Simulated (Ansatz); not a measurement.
Bands of a (12,0) BN nanotube, along its axis.

Computed with PBE (plane waves to 420 eV, PAW; Ansatz, a quantum-chemistry and plane-wave program). Mesh 1×1×8. No spin polarisation. It repeats along c; a and b span vacuum. An idealised model, rolled from the flat sheet. Only distortions within the start's symmetry and period were free.

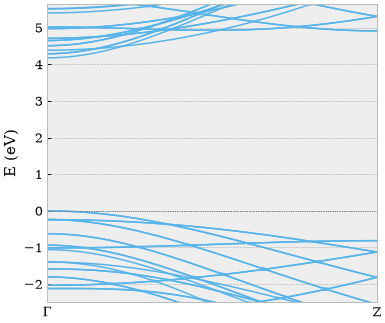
Figure: Bands from the zone centre to the zone edge (period 4.35 Å); the dotted line marks the highest filled level

Is it a metal or a semiconductor at this level? Give what the bands show.

An insulator in PBE.
- PBE gap: 4.18 eV, direct at Γ
